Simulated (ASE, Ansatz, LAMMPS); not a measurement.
# (11,0) carbon nanotube bundle (176 atoms): support functions against a reference

Wanted: errors and times of a linear-scaling basis for (11,0) carbon nanotube bundle (176 atoms). A setting counts as converged where the r.m.s. difference of forces stays under 1 % of the r.m.s. force.

Method: Kohn-Sham DFT, PBE+D4, PAW (set soft_2), plane waves, in Ansatz 0.2.0.

### Step 1. Starting point

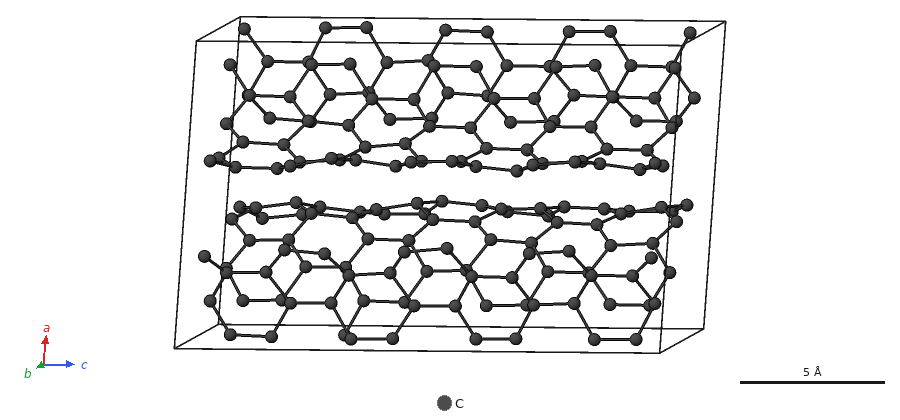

The starting structure, seen from the side, with the c axis across the page (carbon dark grey). Some periodic images of atoms are drawn too.

The cell holds 176 atoms: 176 C. Its edges and angles: a = 11.913 Å, b = 11.913 Å, c = 17.043 Å, α = 90.0°, β = 90.0°, γ = 120.0°. It derives from C (graphene). Graphene sheet (a = 2.46 Å) rolled into a (11,0) tube of diameter 8.61 Å, 4 periods, hexagonal bundle with 3.3 Å between walls; then minimised and run for 3 ps at 600 K (NVT) with a classical potential, last frame taken.

What the set-up can't give: Sampling is at Γ alone, for a cell whose shortest periodic width is 10 Å.

### Step 2. Making the structure

A classical potential prepares the built cell, by minimisation and a short run of dynamics.

This step: classical potential: AIREBO (Stuart, Tutein and Harrison, J. Chem. Phys. 112, 6472 (2000)) (LAMMPS stable Jul 2025 - Update 4).

in.lammps

```
units metal
atom_style atomic
boundary p p p
atom_modify map array
read_data structure.data
pair_style airebo 3.0 1 1
pair_coeff * * CH.airebo C
thermo_style custom step temp pe press lx ly lz fmax
thermo 300
min_style cg
minimize 0 1e-4 3000 30000
reset_timestep 0
timestep 0.001
velocity all create 1200 40472 dist gaussian
fix md all nvt temp 600 600 0.1
run 3000
write_data relaxed.data nocoeff
```

Run with:

```bash
$ lmp -in in.lammps -log log.lammps -screen none -nocite
```

Numbers of over 12 decimals in the logs are rounded to 6 here.

The program printed:

```text
LAMMPS (22 Jul 2025 - Update 4)
  176 atoms
   Step          Temp          PotEng         Press            Lx             Ly             Lz            Fmax     
         0   0             -1297.58       -68557.038      11.913466      10.317364      17.04338       0.10138712   
        70   0             -1297.7716     -51670.246      11.913466      10.317364      17.04338       1.1816584e-05
Loop time of 1.89377 on 1 procs for 70 steps with 176 atoms
Minimization stats:
  Stopping criterion = force tolerance
  Energy initial, next-to-last, final = 
     -1297.58002986445  -1297.77163584507  -1297.77163584531
  Force two-norm initial, final = 1.1425941 9.4672911e-05
  Force max component initial, final = 0.10138712 1.1816584e-05
  Iterations, force evaluations = 70 140
   Step          Temp          PotEng         Press            Lx             Ly             Lz            Fmax     
[... 2 lines left out ...]
       600   631.54242     -1283.7623     -36232.816      11.913466      10.317364      17.04338       6.8449607    
       900   549.98691     -1284.6105     -58184.796      11.913466      10.317364      17.04338       5.2882653    
      1200   631.12091     -1283.3255     -31178.124      11.913466      10.317364      17.04338       4.8253667    
      1500   566.83        -1284.5835     -58378.764      11.913466      10.317364      17.04338       4.3405325    
      1800   612.97186     -1283.5081     -32790.16       11.913466      10.317364      17.04338       5.570367     
      2100   550.90056     -1283.5311     -45668.081      11.913466      10.317364      17.04338       5.8796056    
      2400   594.4288      -1282.6582     -43544.577      11.913466      10.317364      17.04338       6.7475209    
      2700   585.90204     -1285.3223     -46978.92       11.913466      10.317364      17.04338       6.2753591    
      3000   606.50346     -1284.1966     -40929.13       11.913466      10.317364      17.04338       5.8380703    
Loop time of 17.2798 on 1 procs for 3000 steps with 176 atoms
```

Elapsed: 20 s, on 1 thread of Intel Xeon at 2.80GHz (Skylake/Cascade Lake), shared host.

### Step 3. Plane-wave single point

The first run fixes the reference, at a cutoff of 420 eV.

input.yaml

```yaml
crystal:
  lattice:
    - [11.91347, 0.0, 0.0]
    - [-5.95673, 10.31736, 0.0]
    - [0.0, 0.0, 17.04338]
  atoms:
    - { symbol: C, position: [0.23253, 0.8022, 0.07902] }
    - { symbol: C, position: [0.29448, 0.92074, 0.04159] }
    - { symbol: C, position: [0.3486, 0.03596, 0.07827] }
    - { symbol: C, position: [0.39406, 0.15318, 0.04056] }
    - { symbol: C, position: [0.31807, 0.92481, 0.20604] }
    - { symbol: C, position: [0.36328, 0.04071, 0.16085] }
    - { symbol: C, position: [0.40124, 0.26297, 0.08287] }
    - { symbol: C, position: [0.37033, 0.3448, 0.04254] }
    - { symbol: C, position: [0.39647, 0.15135, 0.20514] }
    - { symbol: C, position: [0.41948, 0.26996, 0.16591] }
    - { symbol: C, position: [0.30562, 0.39482, 0.08631] }
    - { symbol: C, position: [0.21547, 0.40878, 0.04371] }
    - { symbol: C, position: [0.39213, 0.35689, 0.20626] }
    - { symbol: C, position: [0.30845, 0.39445, 0.16684] }
    - { symbol: C, position: [0.1098, 0.3969, 0.0818] }
    - { symbol: C, position: [0.98867, 0.35111, 0.04068] }
    - { symbol: C, position: [0.2236, 0.42331, 0.20834] }
    - { symbol: C, position: [0.11361, 0.40681, 0.16278] }
    - { symbol: C, position: [0.87777, 0.27632, 0.08692] }
    - { symbol: C, position: [0.76091, 0.19395, 0.04462] }
    - { symbol: C, position: [0.99468, 0.34929, 0.20755] }
    - { symbol: C, position: [0.87639, 0.26903, 0.17091] }
    - { symbol: C, position: [0.67764, 0.07386, 0.08185] }
    - { symbol: C, position: [0.60724, 0.95377, 0.04219] }
    - { symbol: C, position: [0.76487, 0.18066, 0.21212] }
    - { symbol: C, position: [0.66718, 0.06974, 0.1662] }
    - { symbol: C, position: [0.578, 0.8355, 0.08489] }
    - { symbol: C, position: [0.60045, 0.74802, 0.0419] }
    - { symbol: C, position: [0.5925, 0.94834, 0.20717] }
    - { symbol: C, position: [0.57538, 0.83676, 0.17124] }
    - { symbol: C, position: [0.64764, 0.68021, 0.0831] }
    - { symbol: C, position: [0.70147, 0.61637, 0.04087] }
    [... 138 atom lines left out ...]
    - { symbol: C, position: [0.01194, 0.62178, 0.83067] }
    - { symbol: C, position: [0.13477, 0.69763, 0.79052] }
    - { symbol: C, position: [0.89365, 0.58227, 0.95374] }
    - { symbol: C, position: [0.01289, 0.61492, 0.91605] }
    - { symbol: C, position: [0.1363, 0.69047, 0.9558] }
    - { symbol: C, position: [0.23521, 0.81259, 0.91657] }
kpoints:
  mp_grid: { grid: [1, 1, 1] }
hamiltonian:
  xc: pbe
  dispersion: d4
scf:
  occupations: { method: gaussian, width: 0.025 }
output:
  forces: true
  stress: true
  populations: true
  dos:
    method: { smearing: { sigma: 0.15 } }
    de: 0.1
    projected: { site_lists: { C: [C] } }
  eigenvalues: true
  write_density: true
  write_potential: true
  volumetric_format: npy
```

Run with:

```bash
$ ansatz run input.yaml --threads 8 --pin off --max-ram 15872MiB --backend cpu --events-out ev --progress --plain --runs-dir out
```

The program printed:

```text
Engine: ansatz 0.2.0, x86_64-unknown-linux-gnu
Pseudopotentials: kind: paw
Pseudopotential: C, paw, valence charge 4, recommended cutoff 420 eV (normal), C.paw.azcp
Functional definition: PBE
  parameter kappa = 0.804
  parameter beta = 0.066725
  exchange = pbe_x(kappa = kappa, mu = beta*pi^2/3)
  correlation = pbe_c(beta = beta)
Crystal: 176 atoms, lattice volume = 2094.897 Å³
Basis set: ecut = 420 eV, 41001 PW (Γ), exchange–correlation on 160×160×240 points (8 copies of the dense FFT grid, shifted against one another)
Bands: 528, of which v1, the nominal top of the filled ones, is band 352 counted from 1 (351 counted from 0)
Symmetry: 1 space group operations
Space group: P1 (ITA 1), of the structure as read, at distance tolerance 1.3e-4 Å
k-points: 1
Non-local potential: C, projectors of the file, l = 0: 2, l = 1: 2, l = 2: 1
PAW form: soft (Blöchl's): semilocal exchange-correlation on the pseudo side does not see the compensation charge
PAW one-centre angular grid: C, 110 points (default); XC on 64 Gauss nodes
Initial density: superposition of atomic densities (neutral atoms: chi_scale 0, normalization atom), corrected by the library's trained network
Initial wavefunctions: pseudopotential atomic-orbital guess
Functional: x = pbe(κ = 0.804, μ = 0.219515), c = pbe(β = 0.066725)
SCF iter   1: F=—  HF=-44153.994265 eV  |F-HF|=—  |Δ(HF+E_count)|=         —  Δρ=4.27e-3  dr2=4.51e-1  ethr=1.77e-3  ⟨swp⟩=7.0  Hψ=2356  notcnv=0  defer=148
preconditioner: auto → Resta (q_TF=auto, 2.275 Å⁻¹)  ε∞=3.0  [insulator: Δε(μ)=0.502 eV  Ē_g=15.051 eV  σ=0.025 eV  W_gap=1.00  n_scr=426 (ndim 8)  ℏωp=21.5 eV  f_vac=0.270  D(μ)=0.00/eV (n_scr^D=0)  ε∞_Penn≈3.0  vacuum switching on, ρ_ref=1.6e-2 e/Å³]
SCF iter   2: F=—  HF=-44154.047196 eV  |F-HF|=—  |Δ(HF+E_count)|=   5.29e-2  Δρ=2.21e-3  dr2=1.19e-1  ethr=6.41e-5  ⟨swp⟩=2.0  Hψ=824  notcnv=0  defer=167
SCF iter   3: F=—  HF=-44154.077311 eV  |F-HF|=—  |Δ(HF+E_count)|=   3.01e-2  Δρ=1.16e-3  dr2=9.09e-2  ethr=1.68e-5  ⟨swp⟩=2.0  Hψ=582  notcnv=0  defer=167
SCF iter   4: F=—  HF=-44154.083806 eV  |F-HF|=—  |Δ(HF+E_count)|=   6.49e-3  Δρ=4.38e-4  dr2=1.18e-2  ethr=1.29e-5  ⟨swp⟩=2.0  Hψ=492  notcnv=0  defer=167
SCF iter   5: F=—  HF=-44154.086971 eV  |F-HF|=—  |Δ(HF+E_count)|=   3.17e-3  Δρ=1.82e-4  dr2=1.51e-3  ethr=1.68e-6  ⟨swp⟩=2.0  Hψ=574  notcnv=0  defer=167
SCF iter   6: F=—  HF=-44154.087233 eV  |F-HF|=—  |Δ(HF+E_count)|=   2.62e-4  Δρ=8.16e-5  dr2=1.93e-4  ethr=2.14e-7  ⟨swp⟩=2.0  Hψ=626  notcnv=0  defer=167
SCF iter   7: F=—  HF=-44154.087321 eV  |F-HF|=—  |Δ(HF+E_count)|=   8.87e-5  Δρ=3.26e-5  dr2=5.86e-5  ethr=2.74e-8  ⟨swp⟩=2.0  Hψ=629  notcnv=0  defer=167
SCF iter   8: F=—  HF=-44154.089209 eV  |F-HF|=—  |Δ(HF+E_count)|=   1.89e-3  Δρ=1.62e-5  dr2=3.24e-5  ethr=8.33e-9  ⟨swp⟩=2.0  Hψ=602  notcnv=0  defer=167
SCF iter   9: F=—  HF=-44154.089209 eV  |F-HF|=—  |Δ(HF+E_count)|=   6.03e-7  Δρ=6.88e-6  dr2=1.38e-6  ethr=4.60e-9  ⟨swp⟩=2.0  Hψ=395  notcnv=0  defer=167
SCF iter  10: F=—  HF=-44154.089209 eV  |F-HF|=—  |Δ(HF+E_count)|=   7.82e-7  Δρ=2.95e-6  dr2=2.26e-7  ethr=1.95e-10  ⟨swp⟩=2.0  Hψ=574  notcnv=0  defer=167
SCF iter  11: F=-44154.089210 eV  HF=-44154.089210 eV  |F-HF|=1.60e-9  |Δ(HF+E_count)|=   1.29e-7  Δρ=1.14e-6  dr2=3.15e-8  ethr=1.42e-11  ⟨swp⟩=33.0  Hψ=5677  notcnv=0
SCF 1 converged in 11 iterations: F = -44154.089210 eV  dr2 = 3.15e-8
  greatest PAW one-centre occupation: 0.704 electrons in one spin orbital (limit 2), on the C atom at site 1 (counted from 0), in its partial waves of l = 0
WARN: The output density's exchange-correlation potential varies sharply where the density is thin. Do not read a vacuum level from v_tot or v_xc, or from such a field of the output density. On a cell that repeats whose density bears no net charge and no dipole along the vacuum's axis use v_es (v_loc + v_h of the components); [...]
SCF converged after 11 iterations
Free energy (F): -44154.089210 eV
Harris-Foulkes:  -44154.089210 eV  (|F-HF|=1.60e-9)
Internal energy: -44154.089210 eV  (E = F + TS)
E sigma→0 (E₀):  -44154.089210 eV
Fermi energy:    4.229479 eV
--- Per-component energies (eV) ---
  E_band       = -3540.356899
  E_kinetic    = 16078.832298
  E_local      = -52684.843002  (includes V_loc(G=0)·N_el)
  E_nonlocal   = 4829.440152
  E_hartree    = 19959.160136
  E_xc         = -8462.081684
  E_vxc        = -10477.217117  (∫ρ·V_xc dr)
  E_paw        = -17490.788852  (= ΣΔE_a)
  E_vpaw       = -1204.869421  (= ΣTr[D̂ρ^β])
  E_aug_tail   = 0.001401  (compensation charges beyond the density's cutoff)
  E_ewald      = -6359.475453
  E_disp       = -24.334205  (pairwise vdW)
  E_smearing   = -0.000000  (= −TS)
  E_closure    = -0.000000  (closes the sum)
  Σ components = -44154.089210   (vs F -44154.089210, Δ=0.00e0)
--- Forces (eV/Å), atoms counted from 1 ---
  atom   1  C      0.08696111     0.75771357     2.38215213
  atom   2  C      1.14663874    -0.45985314    -0.61396630
  atom   3  C      1.23487261     1.80496785     3.59920585
  atom   4  C     -0.50766347     2.19565758     1.31396225
  atom   5  C     -1.52283092    -0.91408740    -1.83326230
  atom   6  C      0.14842829    -0.88869208     1.70208502
  atom   7  C      2.26062708    -1.22252191     0.60705244
  atom   8  C      0.88827050     0.43294741    -1.09274132
  atom   9  C     -1.06906409     2.84936242     0.22089263
  atom  10  C     -0.99627480    -1.62320636    -0.74411558
  atom  11  C      1.00847007     0.05741770    -1.36986856
  atom  12  C     -0.05501755     0.69108059    -3.14086812
  atom  13  C     -2.22159411    -0.36092041     1.72232806
  atom  14  C      1.33286690     1.29741459     1.32924513
[...]
atom 175  C     -1.57742250     2.06965573     0.70731808
  atom 176  C     -0.32013967    -2.63661325    -0.64963721
  max |Σ_I F_I| component: 2.79e-5 eV/Å
--- Stress (GPa, compression-positive) ---
        4.758059      -0.038331       0.271743
       -0.038331       4.516967       0.184095
        0.271743       0.184095       1.010750
  P = ⅓ Tr σ = 3.4286 GPa (34.286 kbar)
--- Band table (eV) ---
  k-point 0: bands = ["-15.7152", "-15.5088", "-15.4844", "-15.3557", [... 512 levels ...], "12.8580", "12.8879", "12.9263", "12.9493", "12.9661", "12.9810", "13.0009", "13.0283", "13.0602", "13.0798", "13.1083", "13.1318"]
--- Löwdin populations: 176 sites ---
  site symbol       q [e]
     0      C      3.9611
     1      C      3.9509
     2      C      3.9606
[...]
175      C      3.9584
  spilling = 0.009981 (of n_electrons = 704.000000)
```

Wall time 11 s (8 threads of AMD EPYC 9R45, shared host); peak memory 3.1 GiB; 79 s of CPU time.

In the SCF lines HF is the Harris–Foulkes energy and dr2 the Hartree energy of the density residual, in eV; the loop may stop once dr2 is under the threshold and the program's other checks hold. Hψ counts applications of the Hamiltonian.

The program notes that the exchange-correlation potential is rough where the density is thin.

Numbers from this run:

```yaml
free_energy: -44154.0892 eV
free_energy_per_atom: -250.8755 eV/atom
scf_cycles: 11
pressure: 3.429 GPa
r_m_s_force_component: 1.505 eV/Å
longest_force: 5.434 eV/Å
fermi_energy: 4.229 eV
spacing_of_highest_filled_and_lowest_empty_level: 0.5018 eV
spilling_of_the_projection: 0.009981
```

Length of the force by element:

| element | coordination | atoms | mean length of the force (eV/Å) | spread | least | most |
| --- | --- | --- | --- | --- | --- | --- |
| C | all | 176 | 2.41 | 1.00 | 0.212 | 5.43 |

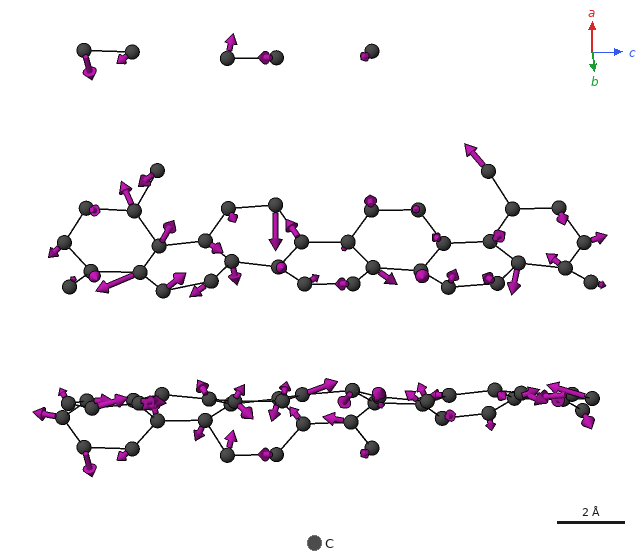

Forces as arrows; the longest in the cell is 5.43 eV/Å. Drawn is a slice 4 Å thick, seen along the normal of the ac plane. Bonds to atoms that aren't drawn are left out.

The mean of these charges, 0.040 e, is only the charge that the projection spills.

Löwdin charges by element (they lack the spilled electrons, 0.040 e an atom on average):

| element | coordination | atoms | mean charge (e) | spread | least | most |
| --- | --- | --- | --- | --- | --- | --- |
| C | all | 176 | 0.0399 | 0.0081 | 0.0164 | 0.0596 |

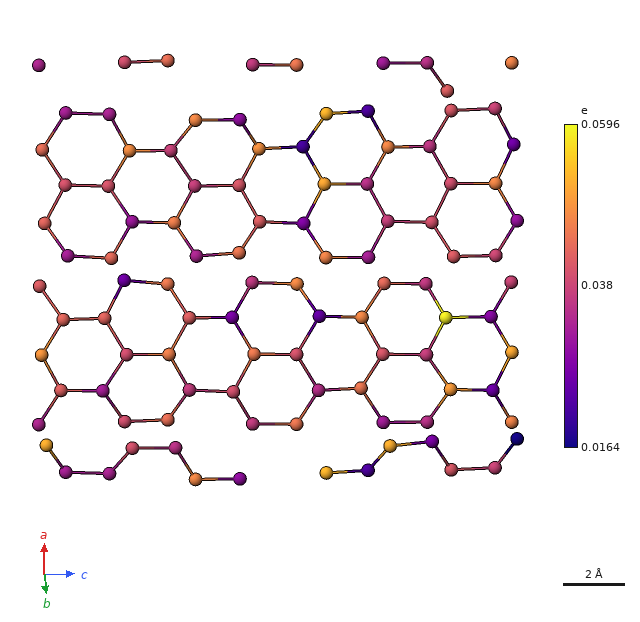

Atoms coloured by Löwdin charge. Drawn is a slice 4 Å thick, seen along the normal of the ac plane. Bonds to atoms that aren't drawn are left out.

Density of states as counts of states in windows of 1 eV (from the Fermi level), total and the larger projections:

| from (eV) | to (eV) | total | C p | C s |
| --- | --- | --- | --- | --- |
| -18 | -17 | 22.4 | 8.0 | 14.1 |
| -17 | -16 | 29.4 | 12.1 | 16.8 |
| -16 | -15 | 27.9 | 12.5 | 15.0 |
| -15 | -14 | 35.9 | 16.0 | 19.6 |
| -14 | -13 | 15.8 | 9.6 | 6.0 |
| -13 | -12 | 36.4 | 23.8 | 12.1 |
| -12 | -11 | 21.8 | 14.8 | 6.8 |
| -11 | -10 | 35.9 | 26.8 | 8.8 |
| -10 | -9 | 30.5 | 24.6 | 5.7 |
| -9 | -8 | 41.6 | 36.2 | 4.9 |
| -8 | -7 | 59.8 | 54.0 | 4.9 |
| -7 | -6 | 77.0 | 73.2 | 3.1 |
| -6 | -5 | 49.9 | 47.9 | 1.6 |
| -5 | -4 | 57.5 | 55.9 | 1.4 |
| -4 | -3 | 49.1 | 48.3 | 0.6 |
| -3 | -2 | 34.3 | 33.9 | 0.3 |
| -2 | -1 | 21.6 | 21.4 | 0.2 |
| -1 | 0 | 7.2 | 7.1 | 0.1 |
| 0 | 1 | 12.3 | 11.8 | 0.3 |
| 1 | 2 | 28.1 | 26.7 | 0.4 |
| 2 | 3 | 35.5 | 31.6 | 1.0 |
| 3 | 4 | 23.6 | 18.3 | 0.4 |
| 4 | 5 | 28.1 | 18.2 | 0.8 |

Between -21 and -18 eV lie 50 more states.

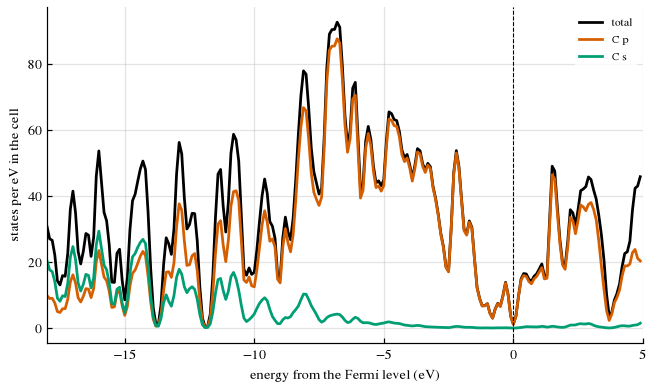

Total and projected density of states, with the broadening of the input.

The levels nearest the highest filled one (over half full), pooled over k-points and spins:

| level less the highest filled one (eV) | occupation |
| --- | --- |
| -1.28 | 2 |
| -1.04 | 2 |
| -0.759 | 2 |
| -0.366 | 2 |
| -0.0701 | 2 |
| 0 | 2 |
| 0.502 | 0 |
| 0.610 | 0 |
| 0.740 | 0 |
| 0.845 | 0 |
| 1.02 | 0 |
| 1.12 | 0 |

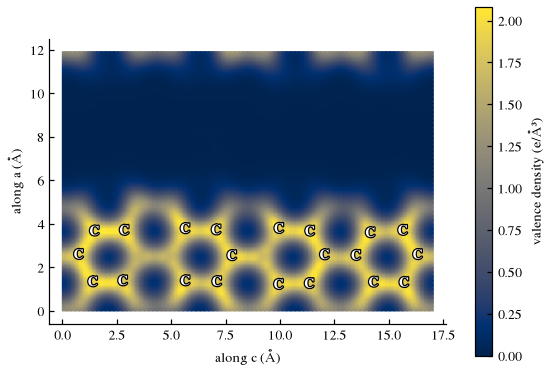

Valence density in the ca plane at fractional y = 0.394, with atoms of C within 0.2 Å of it. It is the smooth field of the valence electrons, not physical close to the nuclei.

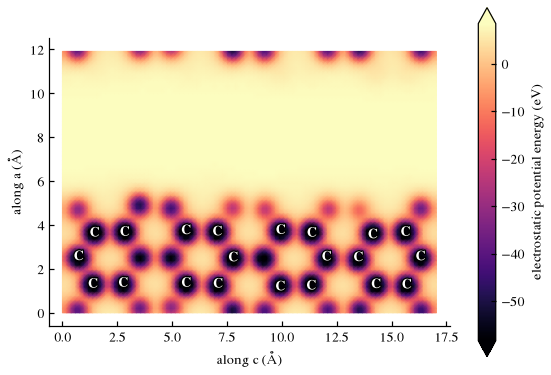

Electrostatic potential energy in the ca plane at fractional y = 0.394, with atoms of C within 0.2 Å of it. With pseudopotentials it is smooth inside the atoms' cores, unlike the true potential.

Löwdin charges run from +0.02 to +0.06 e, about a mean that is the spilled charge alone. The largest share in the top eV of filled states is C p (99 % of the projected weight), and in the lowest eV of empty states C p (98 % of the projected weight).

[end of part 1 of 2]

[Logs are printed without paths, hosts, clocks, repeated set-up lines and the standing remarks that a program may print on its own settings, such as how far it seeks lower states.]

[Hosts, paths, dates, database ids (printed as entryN), source tags and the programs' standing remarks are cut or masked in the printed files.]
